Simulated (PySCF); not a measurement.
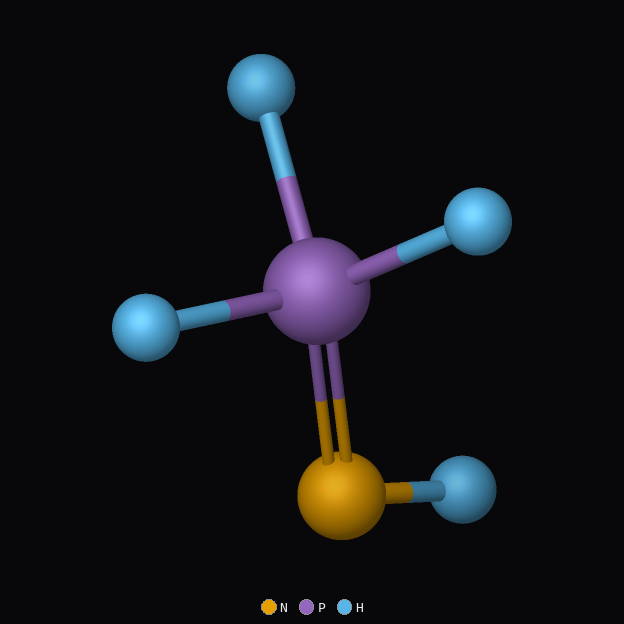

The computed structure is the end point of a GFN2-xTB optimisation. No frequency run is at hand to confirm it as a minimum.

Give the structural formula.

SMILES: N=[PH3]

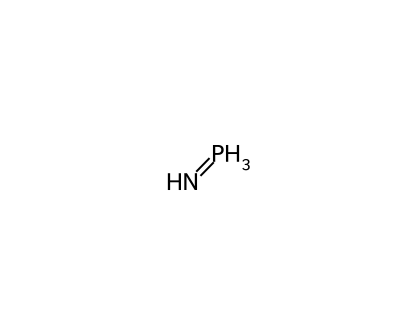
